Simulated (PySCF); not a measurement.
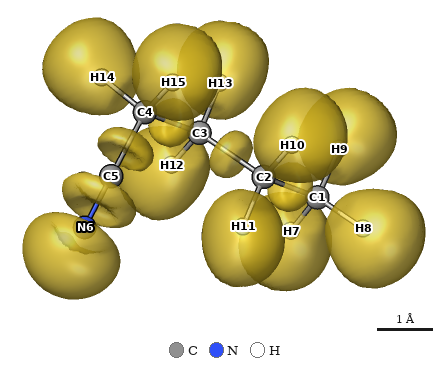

The picture shows: C₅H₉N (SMILES CCCCC#N). Isosurface of the electron localisation function at 0.8 (yellow), seen at a tilt. Only the valence region is drawn (cores and ρ < 0.01 e/Å³ removed).

Geometry: GFN2-xTB.

All numbers below come from PySCF, wB97X-D/pcSseg-1, SCF density, in a chloroform solvent model, non-relativistic.

```xyz
15

C     1.9499   -0.8085   -0.0762
C     0.5883   -0.4551    0.5084
C    -0.1058    0.6345   -0.3057
C    -1.4814    0.9924    0.2721
C    -2.3845   -0.1275    0.1982
N    -3.0944   -1.0210    0.1294
H     1.8442   -1.1784   -1.0936
H     2.4319   -1.5792    0.5199
H     2.5971    0.0661   -0.0948
H     0.7140   -0.1133    1.5391
H    -0.0433   -1.3463    0.5284
H    -0.2244    0.2966   -1.3380
H     0.5133    1.5346   -0.3161
H    -1.9239    1.8236   -0.2847
H    -1.3855    1.2895    1.3208
```

Q: Where are the electrons localised?

A: The surface consists of four regions between bonded C–C atoms (shared pairs), one region between bonded C–N atoms (shared pairs), nine regions around hydrogen nuclei and one lobe on N, pointing away from the bonds (lone pairs). Profiles from the grid: C–N (1.14 Å): the ELF peaks at about 0.85 between the atoms (a multiple bond). C–C (1.44 Å): the ELF peaks at about 0.95 between the atoms (localised, covalent bonding).
